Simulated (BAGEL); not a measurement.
# SiO2 (silicon dioxide molecule): B3LYP/6-31G(d) (density fitting with cc-pvqz-jkfit, spherical functions)

Aim: the energy change on altering one bond length of SiO2 (silicon dioxide molecule) at B3LYP/6-31G* (density fitting with cc-pvqz-jkfit, spherical functions), from 2 runs. 

The calculation is run with BAGEL 1.2.2.

2 further runs of the same task are left out: 2 that didn't finish. Runs told in other sessions of the task aren't counted.

## (1) The system as given

SiO2: 3 atoms, total charge 0, spin state singlet. As SMILES, `O=[Si]=O`. The shape is that of a PBE0-D4/def2-TZVP optimisation.

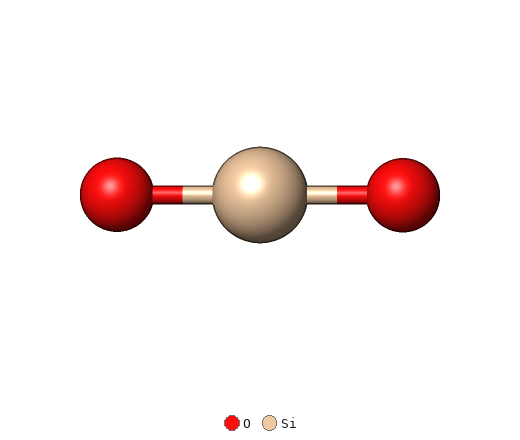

Viewed from a chosen angle; oxygen red, silicon light orange.

## (2) The energy at B3LYP/6-31G(d) (density fitting with cc-pvqz-jkfit, spherical functions)

File calc.json:

```json
{ "bagel": [

{
  "title": "molecule",
  "basis": "6-31gs.json",
  "df_basis": "cc-pvqz-jkfit",
  "angstrom": "true",
  "geometry": [
    { "atom": "O", "xyz": [    0.697730,    1.229600,    0.518760 ] },
    { "atom": "Si", "xyz": [   -0.000010,    0.000000,    0.000000 ] },
    { "atom": "O", "xyz": [   -0.697730,   -1.229610,   -0.518760 ] }
  ]
},
{ "title": "ks", "xc_func": "b3lyp" },
{ "title": "print", "file": "orbitals.molden", "orbitals": "true" }

]}
```

The basis set 6-31G* is read from a file made from the Basis Set Exchange's data (not shown).

Launch:

```
BAGEL_NUM_THREADS=1 BAGEL calc.json > calc.out
```

What it wrote:

```text
* using 1 threads per process

  ===============================================================
  ===============================================================

  *** Geometry ***

  { "atom" : "O", "xyz" : [      1.318519,      2.323607,      0.980314 ] },
  { "atom" : "Si", "xyz" : [     -0.000019,      0.000000,      0.000000 ] },
  { "atom" : "O", "xyz" : [     -1.318519,     -2.323626,     -0.980314 ] },

  Number of auxiliary basis functions:      360

  Since a DF basis is specified, we compute 2- and 3-index integrals:
    o Being stored without compression. Storage requirement is 0.006 GB

  Number of basis functions:       46
  Number of electrons      :       30

    * METHOD: MOLECULE                             0.08

  *** Kohn-Sham DFT ***

    * Removing 3702 points whose weight is below 1.00e-10
    * Grid points: 41016

  === Nuclear Repulsion ===
    89.9564389481

       - DIIS with orbital gradients will be used.

  === KS iteration (b3lyp / 6-31gs.json) ===
      0       -427.52814571          0.17139355           0.08
      1       -430.36396534          0.17787016           0.06
      2       -433.78662295          0.14948984           0.05
      3       -438.39716848          0.09937066           0.05
      4       -439.91490015          0.00543810           0.05
      5       -439.92254859          0.00130824           0.05
      6       -439.92275322          0.00053101           0.05
      7       -439.92277988          0.00029914           0.05
      8       -439.92277528          0.00033773           0.05
      9       -439.92279215          0.00000746           0.05
     10       -439.92279216          0.00000208           0.05
     11       -439.92279216          0.00000013           0.05
     12       -439.92279216          0.00000002           0.06
     13       -439.92279216          0.00000001           0.05
    * SCF iteration converged.

    * Permanent dipole moment:
           (    0.000020,    -0.000010,    -0.000000) a.u.

    * METHOD: KS                                   0.88

    * METHOD: PRINT                                0.00

  ===============================================================
```

Run time: 1.1 s. Hardware: 1 thread of Arm Neoverse V2, shared host; peak memory 0.13 GiB.

## (3) The distorted shape

File job.json:

```json
{ "bagel": [

{
  "title": "molecule",
  "basis": "6-31gs.json",
  "df_basis": "cc-pvqz-jkfit",
  "angstrom": true,
  "geometry": [
    { "atom": "O", "xyz": [       0.907039,       1.598457,       0.674378 ] },
    { "atom": "Si", "xyz": [      -0.000010,       0.000000,       0.000000 ] },
    { "atom": "O", "xyz": [      -0.697730,      -1.229610,      -0.518760 ] }
  ]
},

{ "title": "ks", "xc_func": "b3lyp" },

{ "title": "print", "file": "orbitals.molden", "orbitals": true }

]}
```

The basis set 6-31G* is read from a file made from the Basis Set Exchange's data (not shown).

Launch:

```
BAGEL_NUM_THREADS=1 BAGEL job.json > job.out
```

What it wrote:

```text
* using 1 threads per process

  ===============================================================
  ===============================================================

  *** Geometry ***

  { "atom" : "O", "xyz" : [      1.714055,      3.020646,      1.274390 ] },
  { "atom" : "Si", "xyz" : [     -0.000019,      0.000000,      0.000000 ] },
  { "atom" : "O", "xyz" : [     -1.318519,     -2.323626,     -0.980314 ] },

  Number of auxiliary basis functions:      360

  Since a DF basis is specified, we compute 2- and 3-index integrals:
    o Being stored without compression. Storage requirement is 0.006 GB

  Number of basis functions:       46
  Number of electrons      :       30

    * METHOD: MOLECULE                             0.08

  *** Kohn-Sham DFT ***

    * Removing 3346 points whose weight is below 1.00e-10
    * Grid points: 41372

  === Nuclear Repulsion ===
    79.4081368213

       - DIIS with orbital gradients will be used.

  === KS iteration (b3lyp / 6-31gs.json) ===
      0       -426.92230243          0.16032750           0.08
      1       -423.31349625          0.14203382           0.06
      2       -402.76420133          0.15205431           0.06
      3       -428.11238707          0.22413589           0.06
      4       -433.18205434          0.13732771           0.06
      5       -437.45360494          0.09358245           0.06
      6       -439.50498920          0.04441840           0.06
      7       -439.66761371          0.03533417           0.06
      8       -439.81279320          0.01102113           0.05
      9       -439.82925658          0.00394814           0.06
     10       -439.83170885          0.00057941           0.06
     11       -439.83176116          0.00017715           0.06
     12       -439.83176642          0.00001988           0.06
     13       -439.83176648          0.00000168           0.06
     14       -439.83176648          0.00000033           0.06
     15       -439.83176648          0.00000004           0.06
     16       -439.83176648          0.00000000           0.06
    * SCF iteration converged.

    * Permanent dipole moment:
           (    0.141380,     0.249118,     0.105106) a.u.

    * METHOD: KS                                   1.11

    * METHOD: PRINT                                0.00

  ===============================================================
```

It took 1.4 s on 1 thread of Arm Neoverse V2, shared host; peak memory 0.14 GiB.

## (4) Results

At B3LYP/6-31G* (density fitting with cc-pvqz-jkfit, spherical functions):

```
                                                          quantity          value
                                         first shape: total energy  -439.92279 Eh
                                        first shape: dipole moment         0.00 D
                                          first shape: HOMO energy       -9.25 eV
                                          first shape: LUMO energy       -3.46 eV
                                        first shape: HOMO–LUMO gap        5.79 eV
                                     distorted shape: total energy  -439.83177 Eh
                                    distorted shape: dipole moment         0.78 D
                                      distorted shape: HOMO energy       -8.16 eV
                                      distorted shape: LUMO energy       -4.52 eV
                                    distorted shape: HOMO–LUMO gap        3.64 eV
energy change with the O1–Si2 bond stretched from 1.506 to 1.958 Å       2.477 eV
```

**Reading.** With the O1–Si2 bond stretched from 1.506 to 1.958 Å the energy rises by 2.48 eV (239 kJ/mol). The first shape isn't relaxed at this level, so the change isn't measured from a minimum.
